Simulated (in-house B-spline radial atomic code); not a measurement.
# Zn²⁺: excited configurations

How much energy does it take to promote electrons of Zn²⁺ to other shells? Each configuration is solved by itself and compared with the reference.

Method: scalar-relativistic (spin-free one-electron X2C) B3LYP, spin-polarised, spherical density, exact exchange averaged over the configuration, Fermi nucleus, basis-set limit. Code: in-house B-spline radial atomic code version 1.

## 1. Starting point

| Property | Result |
| --- | --- |
| element | zinc (Z = 30) |
| charge | +2 |
| electrons | 28 |
| configuration | [Ar] 3d10 |
| Hamiltonian | scalar-relativistic (X2C) |
| nucleus | Fermi, rms radius 3.928 fm |

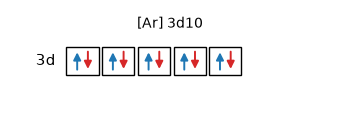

The shells outside the core, filled by Hund's rule for the drawing.

Where spins are not typed, each open shell is filled with up spins first.

## 2. Reference run

Input settings:

```ini
Z = 30
electrons = 28.0
configuration = [Ar] 3d10
hamiltonian = x2c
method = b3lyp
spin_polarised = True
nucleus = fermi
rms_radius = 3.9283
mass_number = 64
atomic_mass = 63.929141776
speed_of_light = 137.035999084
exact_exchange = averaged over the configuration
```

Started as:

```bash
$ python run_scf.py task.json out
```

task.json lists these runs, among others, and the program works through them in turn.

## 3. [Ne] 3s2 3p5 3d10 4d1

Changes to the settings of step 2:

```diff
@@ -2,3 +2,3 @@
 electrons = 28.0
-configuration = [Ar] 3d10
+configuration = [Ne] 3s2 3p5 3d10 4d1
 hamiltonian = x2c
```

## 4. Run with [Ne] 3s2 3p5 3d10 4f1

Changes to the settings of step 3:

```diff
@@ -2,3 +2,3 @@
 electrons = 28.0
-configuration = [Ne] 3s2 3p5 3d10 4d1
+configuration = [Ne] 3s2 3p5 3d10 4f1
 hamiltonian = x2c
```

## 5. [Ar] 3d9 4f1

Changes to the settings of step 4:

```diff
@@ -2,3 +2,3 @@
 electrons = 28.0
-configuration = [Ne] 3s2 3p5 3d10 4f1
+configuration = [Ar] 3d9 4f1
 hamiltonian = x2c
```

## 6. Configuration [Ar] 3d9 4s1

Changes to the settings of step 5:

```diff
@@ -2,3 +2,3 @@
 electrons = 28.0
-configuration = [Ar] 3d9 4f1
+configuration = [Ar] 3d9 4s1
 hamiltonian = x2c
```

## 7. [Ne] 3s2 3p5 3d10 4p1

Changes to the settings of step 6:

```diff
@@ -2,3 +2,3 @@
 electrons = 28.0
-configuration = [Ar] 3d9 4s1
+configuration = [Ne] 3s2 3p5 3d10 4p1
 hamiltonian = x2c
```

## 8. Configuration [Ar] 3d9 4p1

Changes to the settings of step 7:

```diff
@@ -2,3 +2,3 @@
 electrons = 28.0
-configuration = [Ne] 3s2 3p5 3d10 4p1
+configuration = [Ar] 3d9 4p1
 hamiltonian = x2c
```

## 9. Configuration [Ne] 3s2 3p5 3d10 4s1

Changes to the settings of step 8:

```diff
@@ -2,3 +2,3 @@
 electrons = 28.0
-configuration = [Ar] 3d9 4p1
+configuration = [Ne] 3s2 3p5 3d10 4s1
 hamiltonian = x2c
```

## 10. Run with [Ar] 3d9 4d1

Changes to the settings of step 9:

```diff
@@ -2,3 +2,3 @@
 electrons = 28.0
-configuration = [Ne] 3s2 3p5 3d10 4s1
+configuration = [Ar] 3d9 4d1
 hamiltonian = x2c
```

Q: How far above the reference does each configuration lie (order and size, in eV)?

The runs gave:

| net move | configuration | 2|M_S|+1 | energy above the reference (eV) | largest <r> (bohr) |
| --- | --- | --- | --- | --- |
| 3d → 4s | [Ar] 3d9 4s1 | 3 | 9.155 | 2.13 |
| 3d → 4p | [Ar] 3d9 4p1 | 3 | 17.170 | 2.53 |
| 3d → 4d | [Ar] 3d9 4d1 | 3 | 26.872 | 3.78 |
| 3d → 4f | [Ar] 3d9 4f1 | 3 | 32.127 | 5.78 |
| 3p → 4s | [Ne] 3s2 3p5 3d10 4s1 | 3 | 85.066 | 2.12 |
| 3p → 4p | [Ne] 3s2 3p5 3d10 4p1 | 3 | 93.116 | 2.52 |
| 3p → 4d | [Ne] 3s2 3p5 3d10 4d1 | 3 | 102.86 | 3.77 |
| 3p → 4f | [Ne] 3s2 3p5 3d10 4f1 | 3 | 108.16 | 5.77 |

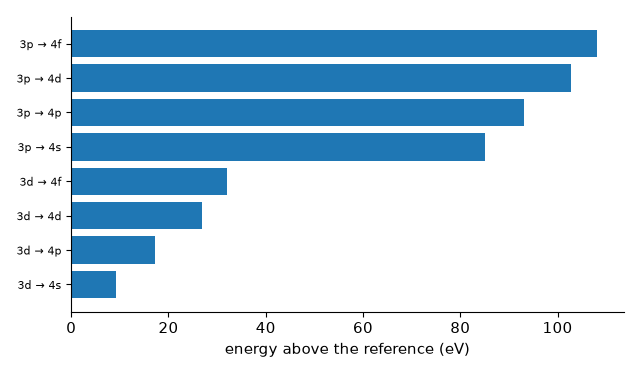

The configurations in order of energy, labelled by the net move of electrons.

What this shows: The lowest of them is 3d → 4s at 9.155 eV and the highest 3p → 4f at 108.16 eV. 4 of them lie more than 60 % above minus the reference's highest level (33.333 eV), in the range where a state can decay by emitting an electron. The reference has 2|M_S|+1 = 1; 8 of the configurations differ from it in spin. These are spherical averages at the typed spins, not spectroscopic levels.
